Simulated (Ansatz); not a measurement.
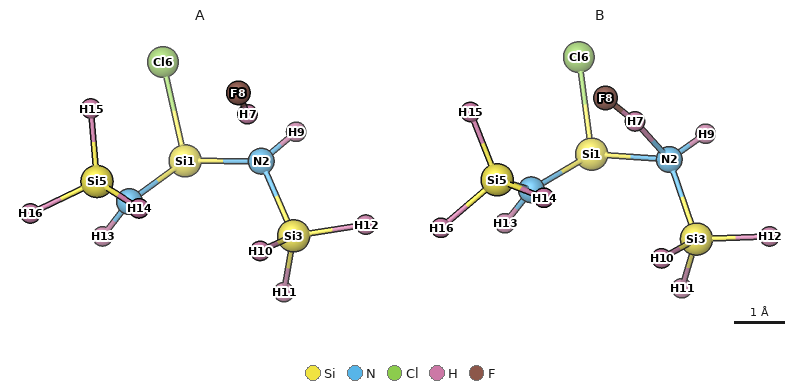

Two geometries of Si₃N₂H₉ClF (multiplicity 2) (started from a transition state, displaced along its imaginary mode), drawn at one scale. One is the start of a relaxation, the other its converged end. The picture is a ball-and-stick view, seen at a tilt.

Method: Ansatz 0.2.0, UKS PBE0-D4/def2-TZVP. Set-up: force threshold 0.005 eV/Å; at most 200 steps.

Which of the two is the end point?

Structure A is the relaxed one. After 22 accepted moves (23 points after the start) the energy has fallen by 52.8 kJ/mol. Largest force component: 4.1 eV/Å at the start, 0.0044 eV/Å at the end. The line search rejected the trial step at point 4 of the run. The F atom moves most after the best rigid fit: 0.93 Å. By element the largest moves are F 0.93 Å, H 0.47 Å, Cl 0.35 Å, N 0.27 Å, Si 0.23 Å. Some distances before and after: H–Si 2.136 → 2.772 Å, H–N 1.428 → 1.756 Å, F–H 0.906 → 0.947 Å, N–Si 1.778 → 1.744 Å. Among the angles between lasting bonds that change: Si–N–Si 138.7° → 131.0°, N–Si–Cl 118.1° → 114.5°, Si–N–H 110.3° → 113.7°. The run took about 110 s of wall time on a shared GPU.
